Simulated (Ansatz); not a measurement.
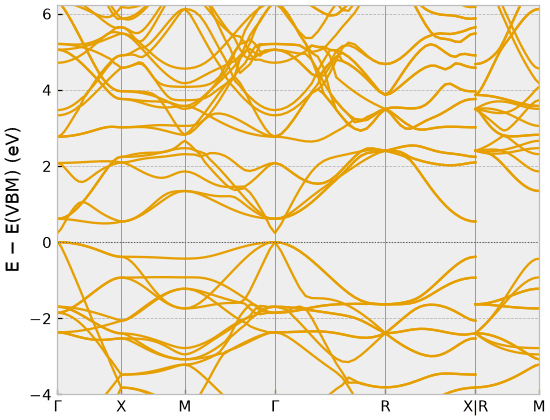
Figure: Band structure from the program Ansatz at the r²SCAN level (PAW)

Problem. Read off the gap and where the band edges lie.

Solution. About 0.2 eV (0.24 eV by a search for the band edges); maximum at Γ, minimum at Γ.

Problem. Pick the material that matches.
A. Cu2O, Pn-3m (Cu on 4b, O on 2a)
B. ZnO, Pm-3n (Zn on 6c, O on 6d)
C. BP, Pm-3n (B on 6d, P on 6c)
D. GaSb, Pm-3n (Ga on 6c, Sb on 6d)

Solution. D, GaSb, Pm-3n (Ga on 6c, Sb on 6d)

The start of the workflow was typed in or built on a structure type; neither database checked (COD, Materials Project) lists it. It is not the phase usual at ambient conditions (space group No. 216). Symmetry was held in the r²SCAN relaxation; its stability against distortions is not shown here. The volume moved by 29 % from the start of the relaxation. Spin–orbit coupling is left out wherever it is not named.

Potentials: the earlier of the program's two PAW sets. The files were generated under PBE; for other functionals the program regenerates the frozen cores, and for LDA and PBEsol the local potential too.
